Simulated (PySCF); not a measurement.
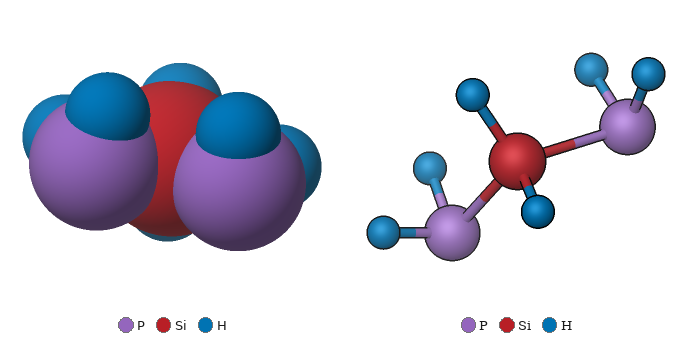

The same structure drawn twice, from different directions.

Describe the molecule.

The molecule is H6P2Si. SMILES: `P[SiH2]P`. It has no ring. Among its groups: Si–H bond. The point group is Cs. Coordination: 2 P trigonal pyramidal; 1 Si tetrahedral.

More results for the same structure follow; atom numbers are the same in all pictures, views and colours differ. The geometry was computed by an optimisation with PBE0-D3(BJ)/def2-SVP. No frequency run is at hand to confirm it as a minimum.

NMR shielding

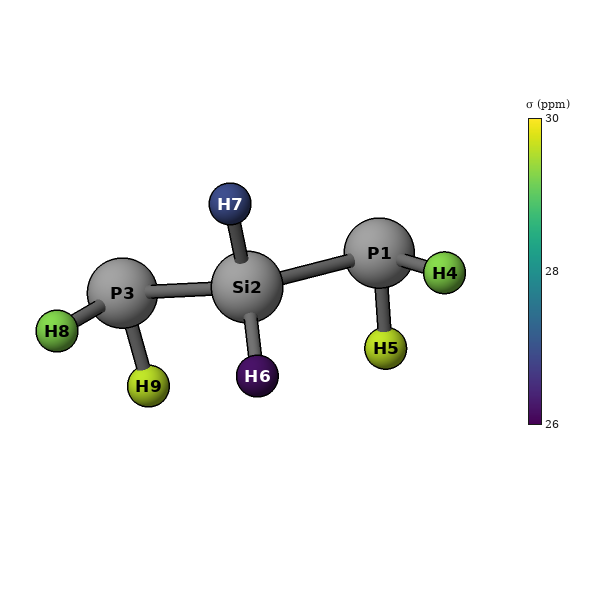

Atoms are coloured by their isotropic NMR shieldings (H only, the others grey). No frequency run is at hand to confirm it as a minimum. Level of theory: GIAO PBE0/pcSseg-1 NMR shielding, non-relativistic, IEF-PCM cyclohexane (PySCF 2.14.0).

List the isotropic NMR shieldings of the H atoms.

| atom | σ (ppm) |
| --- | --- |
| H4 | 29.26 |
| H5 | 29.60 |
| H6 | 26.20 |
| H7 | 26.93 |
| H8 | 29.24 |
| H9 | 29.58 |

Levels of theory compared

No frequency run is at hand to confirm it as a minimum. Program: PySCF 2.14.0.

Compare HOMO–LUMO gap (eV) at these levels: CAM-B3LYP/def2-SVPD; CAM-B3LYP/def2-SVPD in acetonitrile (IEF-PCM); CAM-B3LYP/def2-SVPD in cyclohexane (IEF-PCM); PBE0/pcSseg-1 in acetonitrile (IEF-PCM); PBE0/pcSseg-1 in cyclohexane (IEF-PCM).

```tsv
level	HOMO–LUMO gap (eV)
CAM-B3LYP/def2-SVPD	9.50
CAM-B3LYP/def2-SVPD in acetonitrile (IEF-PCM)	9.59
CAM-B3LYP/def2-SVPD in cyclohexane (IEF-PCM)	9.53
PBE0/pcSseg-1 in acetonitrile (IEF-PCM)	7.85
PBE0/pcSseg-1 in cyclohexane (IEF-PCM)	7.77
```

Charges

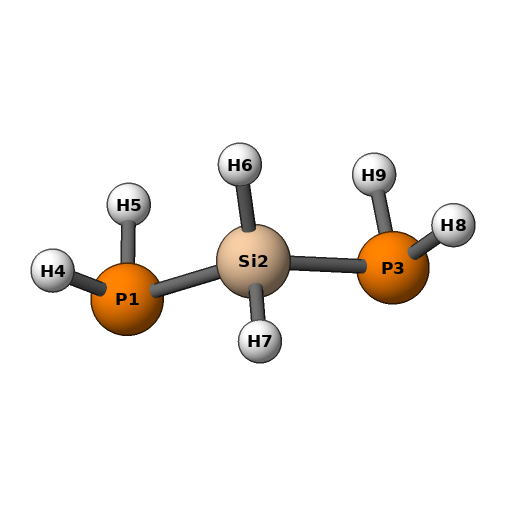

The questions are on Mulliken charges. No frequency run is at hand to confirm it as a minimum. Method: PBE0/pcSseg-1 in acetonitrile (IEF-PCM) (PySCF 2.14.0).

Which atom carries the highest charge (most positive or least negative)?

Si2 (0.27 e).

And the lowest?

P1, P3 (−0.27 e).

Give the Mulliken charges atom by atom.

```json
{"atom": "P1", "value (e)": "−0.27"}
{"atom": "Si2", "value (e)": "0.27"}
{"atom": "P3", "value (e)": "−0.27"}
{"atom": "H4", "value (e)": "0.09"}
{"atom": "H5", "value (e)": "0.09"}
{"atom": "H6", "value (e)": "−0.04"}
{"atom": "H7", "value (e)": "−0.03"}
{"atom": "H8", "value (e)": "0.09"}
{"atom": "H9", "value (e)": "0.09"}
```

Mulliken values depend strongly on the basis set and can even reverse the polarity of a bond.
